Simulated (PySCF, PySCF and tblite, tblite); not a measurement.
# CF3CH2NH2 (C2H4F3N): conformers and averaged spectra, part 2 of 2

PySCF and tblite. Atoms count from 0.

## 10. Couplings, conformer 2: B3LYP/pcJ-1

What the job is given:

```
{"job": {"xc": "B3LYP", "basis": "pcJ-1", "kind": "j"}, "charge": 0, "multiplicity": 1}
N     -1.103288     0.851928    -0.100025
C     -0.351430    -0.365921    -0.233397
C      0.771499    -0.412333     0.777085
F      1.650687     0.571773     0.614986
F      0.292192    -0.324285     2.026413
F      1.435019    -1.570455     0.683214
H     -1.736891     0.977823    -0.883227
H     -1.662358     0.842994     0.749420
H      0.121674    -0.408169    -1.225993
H     -0.916335    -1.312388    -0.103853
```

Output:

```text
coarse grid: 8976 points
cycle   1  E = -432.7256102407  dE =  8.393e-01  |g| = 9.383e-01  |ddm| = 2.496e+00
cycle   2  E = -432.5586019737  dE =  1.670e-01  |g| = 1.444e+00  |ddm| = 1.123e+00
cycle   3  E = -432.8671198255  dE = -3.085e-01  |g| = 6.143e-02  |ddm| = 6.723e-01
cycle   4  E = -432.8675397695  dE = -4.199e-04  |g| = 4.114e-02  |ddm| = 6.668e-02
cycle   5  E = -432.8678780157  dE = -3.382e-04  |g| = 6.869e-03  |ddm| = 2.878e-02
cycle   6  E = -432.8678859445  dE = -7.929e-06  |g| = 2.154e-03  |ddm| = 5.069e-03
final grid: 89712 points
cycle   7  E = -432.9167161810  dE = -1.535e-04  |g| = 7.925e-03  |ddm| = 1.447e-02
cycle   8  E = -432.9167054965  dE =  1.068e-05  |g| = 1.126e-02  |ddm| = 1.043e-02
cycle   9  E = -432.9167260918  dE = -2.060e-05  |g| = 3.531e-04  |ddm| = 6.172e-03
cycle  10  E = -432.9167260993  dE = -7.429e-09  |g| = 2.605e-04  |ddm| = 3.146e-04
cycle  11  E = -432.9167261107  dE = -1.141e-08  |g| = 4.985e-05  |ddm| = 1.555e-04
cycle  12  E = -432.9167261110  dE = -3.408e-10  |g| = 1.266e-05  |ddm| = 3.058e-05
converged SCF energy = -432.9167261110

Indirect spin-spin couplings (Hz)
  i      j    bonds     total        FC       PSO       DSO        SD
  0 N    1 C    1     -5.967    -5.315     0.105    -0.091    -0.665
  0 N    2 C    2     -3.801    -3.945     0.163    -0.039     0.020
  0 N    3 F    3     -0.166    -0.645     0.485    -0.023     0.016
  0 N    4 F    3     -0.084    -0.418     0.338    -0.024     0.019
  0 N    5 F    3     -2.890    -3.171     0.367     0.153    -0.238
  0 N    6 H    1    -71.169   -67.875    -2.811    -0.267    -0.216
  0 N    7 H    1    -68.016   -64.862    -2.688    -0.293    -0.173
  0 N    8 H    2     -1.638    -1.505    -0.213     0.066     0.014
  0 N    9 H    2      0.061     0.123    -0.222     0.124     0.036
  1 C    2 C    1     69.698    70.738    -1.465     0.424         -
  1 C    3 F    2     30.298    32.058    -3.035     0.029     1.245
  1 C    4 F    2     32.387    34.053    -2.825     0.054     1.104
  1 C    5 F    2     43.498    47.687    -4.530     0.063     0.279
  1 C    6 H    2     -1.506    -1.519     0.341    -0.329         -
  1 C    7 H    2     -2.885    -2.911     0.304    -0.278         -
  1 C    8 H    1    139.926   138.513     0.298     1.115         -
  1 C    9 H    1    137.867   136.441     0.303     1.123         -
  2 C    3 F    1   -352.487  -323.948   -38.221     1.428     8.254
  2 C    4 F    1   -339.647  -317.288   -33.435     1.434     9.642
  2 C    5 F    1   -335.976  -313.311   -33.669     1.410     9.594
  2 C    6 H    3     13.970    13.937     0.416    -0.383         -
  2 C    7 H    3      0.097     0.152    -0.217     0.161         -
  2 C    8 H    2     -7.560    -7.606    -0.355     0.402         -
  2 C    9 H    2     -3.068    -3.095    -0.381     0.407         -
  3 F    4 F    2     50.536    42.429   -38.619    -0.391    47.116
  3 F    5 F    2     56.440    36.810   -28.012    -0.462    48.104
  3 F    6 H    4     -0.739    -0.423     1.318    -1.458    -0.176
  3 F    8 H    3      3.354     2.922     0.663     0.176    -0.408
  3 F    9 H    3     23.376    23.987     1.548    -2.149    -0.010
  4 F    5 F    2     76.853    41.062   -14.809    -0.416    51.016
  4 F    6 H    4     -0.717    -0.569     1.745    -1.767    -0.127
  4 F    7 H    4     -0.264     0.086    -1.407     1.274    -0.218
  4 F    8 H    3     25.275    25.869     1.545    -2.170     0.031
  4 F    9 H    3      1.665     0.952     1.088    -0.033    -0.341
  5 F    6 H    4      4.586     4.482     1.639    -1.677     0.142
  5 F    7 H    4     -1.085    -0.562     1.040    -1.495    -0.069
  5 F    8 H    3     -0.555    -0.349     0.247     0.100    -0.553
  5 F    9 H    3      0.812     1.275    -0.157     0.425    -0.730
  6 H    7 H    2     -9.457   -10.103     4.922    -4.275         -
  6 H    8 H    3      5.758     5.834     0.205    -0.281         -
  6 H    9 H    3      0.293     0.458     1.001    -1.166         -
  7 H    8 H    3     17.985    18.054     3.423    -3.492         -
  7 H    9 H    3      4.941     5.055     0.287    -0.400         -
  8 H    9 H    2    -14.351   -14.530     1.696    -1.517         -
```

Run time: 30 s. Hardware: 1 thread of Arm Neoverse V2, shared host; peak memory 0.87 GiB.

Key values: HOMO -7.22 eV, LUMO 0.81 eV; dipole 3.13 D.

## 11. Boltzmann average: properties at B3LYP/pcSseg-2

What the job is given:

```
{"job": {"study": "conf", "smiles": "NCC(F)(F)F", "search": {"seed": 6093, "n_embed": 90, "ff_keep": 14, "window": 3.0, "nmax": 8, "temps": [180, 230, 298.15, 330, 400], "t_ref": 298.15, "order": 0.001, "geom": true}, "level": {"nmr": {"xc": "B3LYP", "basis": "pcSseg-2"}, "sp": {"xc": "PBE0", "basis": "def2-TZVP"}, "j": {"xc": "B3LYP", "basis": "pcJ-1", "top": 4}}, "kind": "conf"}, "charge": 0, "multiplicity": 1}
N     -1.475388     0.066457    -0.154869
C     -0.156329     0.630032    -0.218309
C      0.957360    -0.313622     0.183771
F      0.805113    -0.735928     1.446388
F      0.973694    -1.404449    -0.594672
F      2.154612     0.269190     0.092392
H     -1.686745    -0.247028     0.789881
H     -1.547433    -0.746727    -0.762343
H     -0.082510     1.513016     0.436052
H      0.066508     0.973714    -1.240820
```

Output:

```text
conformer  sym    E(xTB)   E(DFT)   G(298.15 K)  weight  dipole/D
    1     Cs      0.000    0.000    0.000   0.9368    0.999
    2     C1      2.329    2.152    1.597   0.0632    3.091

mean shielding (ppm) by class
class atoms           180 K      230 K   298.15 K      330 K      400 K
  0 N  0            237.316    237.277    237.185    237.131    237.004
  1 C  1            128.425    128.432     128.45     128.46    128.485
  2 C  2             41.423     41.432     41.453     41.465     41.495
  3 F  3,4,5        263.158      263.1    262.961    262.879    262.687
  4 H  6,7           30.598       30.6     30.605     30.608     30.615
  5 H  8,9           28.434      28.43      28.42     28.414     28.399
```

It took 2.3 min on 1 thread of Arm Neoverse V2, shared host. This counts the runs that the step sums up.

The search (ETKDG and KDG, MMFF94s, GFN2-xTB) embedded 90 structures, kept 2 distinct ones after the force field and 2 after xTB; 2 were carried on (window 3.0 kcal/mol at the search's own energies). Energies: PBE0/def2-TZVP with D3(BJ).

The conformers at 298 K:

```
no.  group  mirror pair  ΔE xTB  ΔE DFT    ΔG  weight (%)  μ (D)  H6–N0–C1–C2 (°)     A, B, C (GHz)
  1     Cs           no    0.00    0.00  0.00        93.7   1.00               59  5.30, 2.82, 2.79
  2     C1          yes    2.33    2.15  1.60         6.3   3.09              169  5.33, 2.83, 2.79
```

Energies in kcal/mol. ΔG holds xTB vibrations and rotation, symmetry numbers and mirror pairs.

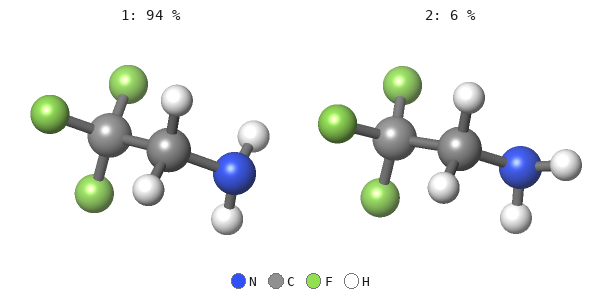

Conformers, most populated first.

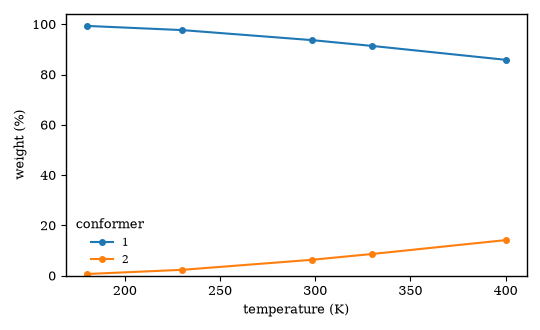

Weights against temperature.

How the weights hang on the way they are made:

```
                                  scheme    1   2  mean μ (D)
                         DFT free energy   94   6        1.13
            DFT energy, symmetry counted   95   5        1.10
                        DFT energy alone   97   3        1.05
            xTB energy, symmetry counted   96   4        1.08
                         xTB free energy   95   5        1.10
                   lowest conformer only  100   0        1.00
                           equal weights   50  50        2.04
conformers found from three starts alone  100   0        1.00
```

Shifts against references run at the same level (13C TMS 179.2, 1H TMS 31.39, 19F CFCl3 169.7, 15N NH3 258.5 ppm of shielding), by class of atoms, at 298 K:

```
     atoms                         environment  no. 1  no. 2  average  measured
        C2                          CF3 carbon  137.8  137.2    137.7         –
        C1                 sp3 CH2 bonded to N   50.8   50.3     50.7         –
    H8, H9  hydrogen on an sp3 CH2 bonded to N   2.95   3.21     2.97         –
    H6, H7       hydrogen on an amine nitrogen   0.79   0.66     0.78         –
        N0                      amine nitrogen   21.2   23.5     21.3         –
F3, F4, F5             fluorine of a CF3 group  -93.4  -89.9    -93.2     -76.2
```

Measured: G. Saielli, R. Bini, A. Bagno, Computational 19F NMR. 2. Organic compounds, RSC Adv. 2014, ESI (exp. from Berger-Braun-Kalinowski 1994 and Everett 1995).

Couplings (Hz, B3LYP/pcJ-1; one pair named for each class), from conformers that hold 100 % of the weight:

```
 pair  bonds   no. 1   no. 2  average
C2–F3      1  -345.1  -342.7   -344.9
C1–H8      1   143.1   138.9    142.8
N0–H6      1   -68.2   -69.6    -68.3
C1–C2      1    61.0    69.7     61.5
N0–C1      1    -4.4    -6.0     -4.5
F3–F4      2    63.7    61.3     63.5
C1–F3      2    34.6    35.4     34.7
H8–H9      2   -17.2   -14.3    -17.1
H6–H7      2    -9.3    -9.5     -9.3
C2–H8      2    -3.1    -5.3     -3.2
N0–H8      2    -3.3    -0.8     -3.1
C1–H6      2    -2.8    -2.2     -2.8
N0–C2      2    -0.5    -3.8     -0.7
H6–H8      3    11.0     7.2     10.8
F3–H8      3     8.8     9.0      8.8
C2–H6      3     1.6     7.0      2.0
N0–F3      3     1.9    -1.1      1.8
F3–H6      4    -0.8     0.3     -0.7
```

Effective distances for nuclear Overhauser effects, ⟨r⁻⁶⟩^(−1/6) over all pairs of two classes (Å): H6···H8 2.58.

## 12. Summary of results

What follows sums up all 2 parts.

```
                            quantity                                                value
                          conformers  2; the first in weight is no. 1 (Cs), 94 % at 298 K
             root-mean-square dipole                                               1.24 D
averaged 13C shifts (B3LYP/pcSseg-2)                                      137.7, 50.7 ppm
 averaged 1H shifts (B3LYP/pcSseg-2)                                       2.97, 0.78 ppm
averaged 19F shifts (B3LYP/pcSseg-2)                                            -93.2 ppm
```

**Reading.** Conformer 1 leads with 94 % at 298 K, and its share goes from 99 % at 180 K to 86 % at 400 K. Among conformers over 5 %, H8, H9 differ by 0.26 ppm, while the average moves by 0.04 ppm from 180 to 400 K. Against 1 measured 19F shift the average misses by 17.0 ppm, the leading conformer alone by 17.2 ppm. Vibration and solvent are missing from the shifts, so part of that gap is not the functional's. Among vicinal couplings, C2–H6 differs most between the conformers listed (1.6 for no. 1, 7.0 for no. 2; average 2.0 Hz). Protons on O, N, S or Se exchange and bind to solvent, so their values hold for the lone molecule only.
